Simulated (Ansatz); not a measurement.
# CCSDT/STO-3G run of CHFO (formyl fluoride)

Aim: the vertical singlet–triplet gap of CHFO (formyl fluoride) at CCSDT/STO-3G, from 2 runs. 

Program for the calculation: Ansatz 0.2.0.

62 further runs of the same task are left out: 2 that didn't finish, 60 set aside as unsound or not needed.

## (1) Starting point

The species is CHFO (4 atoms), meant as a singlet with charge 0. SMILES: `O=CF`. The coordinates come from a PBE0-D4/def2-TZVP relaxation.

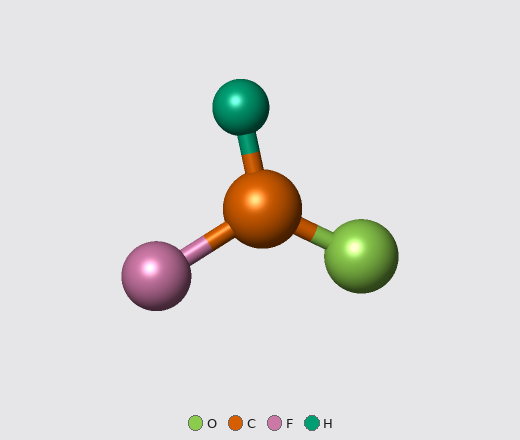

The structure, seen from a chosen angle (oxygen green, carbon orange, fluorine pink, hydrogen teal).

## (2) A single-point energy at CCSDT/STO-3G

File in.yaml:

```yaml
crystal:
  periodic: [false, false, false]
  atoms:
    - {symbol: O, position_ang: [-0.889340, 0.201180, 0.827740]}
    - {symbol: C, position_ang: [-0.046400, 0.067520, 0.021620]}
    - {symbol: F, position_ang: [0.585200, -1.091810, -0.181820]}
    - {symbol: H, position_ang: [0.350540, 0.823120, -0.667550]}
basis:
  gaussian:
    orbitals: STO-3G
correlation:
  method: ccsdt
  frozen_orbitals: {C: 1, F: 1, H: 0, O: 1}
accuracy: high
scf:
  omitted_lower_state_checks: [cluster_reference, increment]
```

Run with:

```
$ ansatz run in.yaml --threads 1 --pin off --max-ram 3480MiB --events-out events.jsonl --progress --plain --runs-dir runs
```

Log:

```text
Warning: RAYON_NUM_THREADS=1 ignored (pool sized by the plan → 1); use --threads N
Functional definition: HF
  name "HF"
  exchange = exact_x
  correlation = 0
these checks for a lower state are left out or cut short: cluster_reference, increment
273 factors; integrals over basis functions are off by at most 4.8e-8 eV
mean field evaluation 1: about -5705.2061 eV, gradient 3.7e1 eV
mean field evaluation 2: about -5705.2993 eV, gradient 3.7e1 eV
mean field evaluation 4: about -5709.6244 eV, gradient 2.7e0 eV
mean field evaluation 8: about -5709.6874 eV, gradient 8.9e-2 eV
mean field -5709.68744653 eV, -209.8271434948 hartree, gradient 1.5e-8 eV, S^2 0.000000; 0 other end points of the search recorded, 0 dependent functions left out; unrestricted orbitals would lower it
3 core orbitals not correlated: weight in the atoms' cores, before any rotation towards them, 1.000 or more for the frozen orbitals, at most 0.000 for the correlated occupied ones
reference -5709.68744653 eV, -209.8271434948 hartree; 9, 9 occupied and 4, 4 virtual orbitals, 273 factors
second order -3.56835461 eV of doubles, -0.00000000 eV of singles
cycle   1  -3.85124262 eV  change   -2.8e-1 eV  update   9.0e-2
cycle   2  -4.15972608 eV  change   -3.1e-1 eV  update   4.3e-2
cycle   3  -4.31594460 eV  change   -1.6e-1 eV  update   2.1e-2
cycle   4  -4.33385988 eV  change   -1.8e-2 eV  update   7.1e-3
cycle   5  -4.33755386 eV  change   -3.7e-3 eV  update   4.2e-3
cycle   6  -4.33709868 eV  change    4.6e-4 eV  update   1.2e-3
cycle   7  -4.33716356 eV  change   -6.5e-5 eV  update   5.7e-4
cycle   8  -4.33726288 eV  change   -9.9e-5 eV  update   2.1e-4
cycle   9  -4.33729945 eV  change   -3.7e-5 eV  update   7.3e-5
cycle  10  -4.33730895 eV  change   -9.5e-6 eV  update   2.5e-5
cycle  11  -4.33730937 eV  change   -4.2e-7 eV  update   1.2e-5
cycle  12  -4.33731134 eV  change   -2.0e-6 eV  update   5.3e-6
cycle  13  -4.33731342 eV  change   -2.1e-6 eV  update   1.6e-6
cycle  14  -4.33731539 eV  change   -2.0e-6 eV  update   6.5e-7
cycle  15  -4.33731596 eV  change   -5.7e-7 eV  update   2.7e-7
cycle  16  -4.33731617 eV  change   -2.2e-7 eV  update   8.8e-8
cycle  17  -4.33731612 eV  change    5.0e-8 eV  update   4.6e-8
cycle  18  -4.33731608 eV  change    4.7e-8 eV  update   2.3e-8
cycle  19  -4.33731568 eV  change    3.9e-7 eV  update   8.4e-8
cycle  20  -4.33731562 eV  change    6.5e-8 eV  update   3.2e-8
cycle  21  -4.33731557 eV  change    4.9e-8 eV  update   1.3e-8
cycle  22  -4.33731556 eV  change    1.1e-8 eV  update   4.4e-9
cycle  23  -4.33731556 eV  change    1.7e-9 eV  update   1.3e-9
cycle  24  -4.33731556 eV  change   6.2e-10 eV  update  4.5e-10
Total energy: -5714.02476208 eV, -209.9865369015 hartree
Checks for a lower state left out: cluster_reference, increment
```

Run time: 0.58 s. Hardware: 1 thread of Intel Xeon Platinum 8259CL at 2.50GHz (Skylake/Cascade Lake), shared host.

## (3) The triplet, same level

Edit in.yaml of step 2 so:

```diff
@@ -13,2 +13,5 @@
   frozen_orbitals: {C: 1, F: 1, H: 0, O: 1}
+magnetization:
+  spin_polarized: true
+  initial_magnetization: 2
 accuracy: high
```

Run with:

```
$ ansatz run in.yaml --threads 1 --pin off --max-ram 3480MiB --events-out events.jsonl --progress --plain --runs-dir runs
```

Log:

```text
Warning: RAYON_NUM_THREADS=1 ignored (pool sized by the plan → 1); use --threads N
Functional definition: HF
  name "HF"
  exchange = exact_x
  correlation = 0
these checks for a lower state are left out or cut short: cluster_reference, increment
273 factors; integrals over basis functions are off by at most 4.8e-8 eV
mean field evaluation 1: about -5704.0774 eV, gradient 1.4e1 eV
mean field evaluation 2: about -5704.2204 eV, gradient 1.4e1 eV
mean field evaluation 4: about -5706.0607 eV, gradient 1.9e0 eV
mean field evaluation 8: about -5706.1609 eV, gradient 1.9e-3 eV
mean field evaluation 16: about -5702.2600 eV, gradient 1.4e1 eV
mean field evaluation 32: about -5705.4021 eV, gradient 3.2e0 eV
mean field -5706.15875352 eV, -209.6974664184 hartree, gradient 1.3e-8 eV, S^2 2.004671; 5 other end points of the search recorded, 0 dependent functions left out
3 core orbitals not correlated: weight in the atoms' cores, before any rotation towards them, 1.000 or more for the frozen orbitals, at most 0.000 for the correlated occupied ones
reference -5706.15875352 eV, -209.6974664184 hartree; 10, 8 occupied and 3, 5 virtual orbitals, 273 factors
second order -1.84923774 eV of doubles, -0.00000000 eV of singles
cycle   1  -2.24574894 eV  change   -4.0e-1 eV  update   6.2e-2
cycle   2  -2.51493259 eV  change   -2.7e-1 eV  update   2.9e-2
cycle   3  -2.59142849 eV  change   -7.6e-2 eV  update   1.6e-2
cycle   4  -2.60853378 eV  change   -1.7e-2 eV  update   7.7e-3
cycle   5  -2.61125328 eV  change   -2.7e-3 eV  update   3.6e-3
cycle   6  -2.61144063 eV  change   -1.9e-4 eV  update   1.7e-3
cycle   7  -2.61125650 eV  change    1.8e-4 eV  update   8.0e-4
cycle   8  -2.61139174 eV  change   -1.4e-4 eV  update   4.7e-4
cycle   9  -2.61164183 eV  change   -2.5e-4 eV  update   2.7e-4
cycle  10  -2.61161202 eV  change    3.0e-5 eV  update   2.0e-4
cycle  11  -2.61157890 eV  change    3.3e-5 eV  update   1.3e-4
cycle  12  -2.61155011 eV  change    2.9e-5 eV  update   7.0e-5
cycle  13  -2.61155470 eV  change   -4.6e-6 eV  update   3.7e-5
cycle  14  -2.61158938 eV  change   -3.5e-5 eV  update   2.2e-5
cycle  15  -2.61161541 eV  change   -2.6e-5 eV  update   1.3e-5
cycle  16  -2.61161418 eV  change    1.2e-6 eV  update   7.1e-6
cycle  17  -2.61161036 eV  change    3.8e-6 eV  update   3.8e-6
cycle  18  -2.61160760 eV  change    2.8e-6 eV  update   2.0e-6
cycle  19  -2.61160630 eV  change    1.3e-6 eV  update   1.1e-6
cycle  20  -2.61160695 eV  change   -6.5e-7 eV  update   5.5e-7
cycle  21  -2.61160728 eV  change   -3.3e-7 eV  update   3.7e-7
cycle  22  -2.61160752 eV  change   -2.4e-7 eV  update   2.2e-7
cycle  23  -2.61160755 eV  change   -3.5e-8 eV  update   1.2e-7
cycle  24  -2.61160755 eV  change    2.6e-9 eV  update   7.1e-8
cycle  25  -2.61160754 eV  change    1.2e-8 eV  update   4.2e-8
cycle  26  -2.61160755 eV  change   -9.6e-9 eV  update   2.7e-8
cycle  27  -2.61160747 eV  change    7.9e-8 eV  update   4.5e-8
cycle  28  -2.61160744 eV  change    3.2e-8 eV  update   2.1e-8
cycle  29  -2.61160742 eV  change    2.0e-8 eV  update   1.1e-8
cycle  30  -2.61160741 eV  change    6.9e-9 eV  update   6.0e-9
cycle  31  -2.61160741 eV  change    1.6e-9 eV  update   3.0e-9
cycle  32  -2.61160741 eV  change   2.3e-10 eV  update   1.4e-9
Total energy: -5708.77036092 eV, -209.7934412204 hartree
Checks for a lower state left out: cluster_reference, increment
```

Run time: 1.3 s. Hardware: 1 thread of Intel Xeon Platinum 8259CL at 2.50GHz (Skylake/Cascade Lake), shared host.

## (4) What came out

At CCSDT/STO-3G, 3 core orbitals frozen:

| quantity | value |
| --- | --- |
| singlet: total energy | -209.98654 Eh |
| singlet: correlation energy (3 core orbitals frozen) | -159.4 mEh |
| singlet: T1 diagnostic | 0.014 |
| triplet: total energy | -209.79344 Eh |
| triplet: correlation energy (3 core orbitals frozen) | -96.0 mEh |
| triplet: ⟨S²⟩ of the reference determinant | 2.005 |
| triplet: T1 diagnostic | 0.016 |
| vertical energy of the triplet above the singlet | 5.254 eV |

In words: At this shape the triplet lies 5.25 eV (507 kJ/mol) above the singlet. In a minimal basis such a difference can be off by several eV, whatever the method. The restricted solution (singlet) is unstable to spin breaking: an unrestricted one lies lower.
